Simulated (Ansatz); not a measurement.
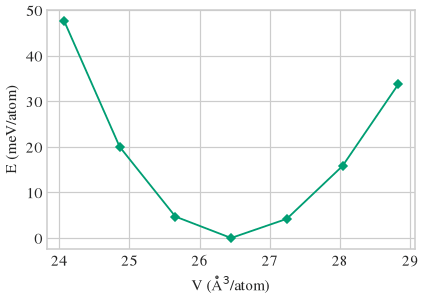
Figure. InP (zinc blende, F-43m) under volume change, DFT-PBE in the program Ansatz with PAW potentials, scaled uniformly.

Q: What does a third-order Birch–Murnaghan fit give for V₀, B₀ and B′?

A: V₀ = 26.45 Å³/atom, B₀ = 59.2 GPa, B′ = 4.8.

Symmetry was held in the PBE relaxation.

Potentials: the later of the program's two PAW sets.
